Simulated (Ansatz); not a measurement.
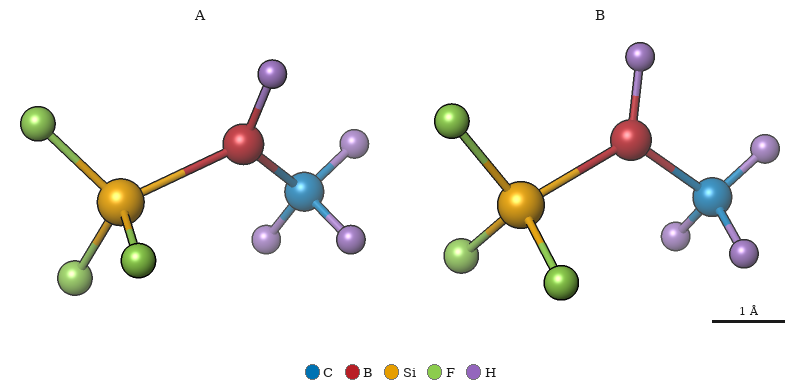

Two geometries of CH4BF3Si (coarse preliminary run), drawn at one scale. One is the start of a relaxation, the other its converged end. Style: ball-and-stick. Shown at a tilt.

The calculation used RKS PBE-D4/def2-SVP in Ansatz 0.2.0. (force threshold 0.03 eV/Å; at most 200 steps)

Which of the two is the end point?

Answer. Structure A is the relaxed one. The start comes from a force field. The energy falls by 11.1 kcal/mol in 18 accepted moves (20 points after the start). Largest force component: 3 eV/Å at the start, 0.016 eV/Å at the end. The line search rejected the trial steps at points 2, 7 of the run. An H atom moves most after the best rigid fit: 0.83 Å. By element the largest moves are H 0.83 Å, F 0.50 Å, B 0.25 Å, C 0.19 Å, Si 0.04 Å. Near-neighbour distances that change, for instance: F–Si 1.700 → 1.627 Å, B–C 1.610 → 1.550 Å, C–H 1.175 → 1.126 Å, C–H 1.060 → 1.108 Å. Among the angles between lasting bonds that change: B–C–H 106.5° → 116.6°, H–C–H 112.0° → 105.2°, B–C–H 106.7° → 100.4°. Groups turn about B–Si by about 40°, B–C by about 30°.
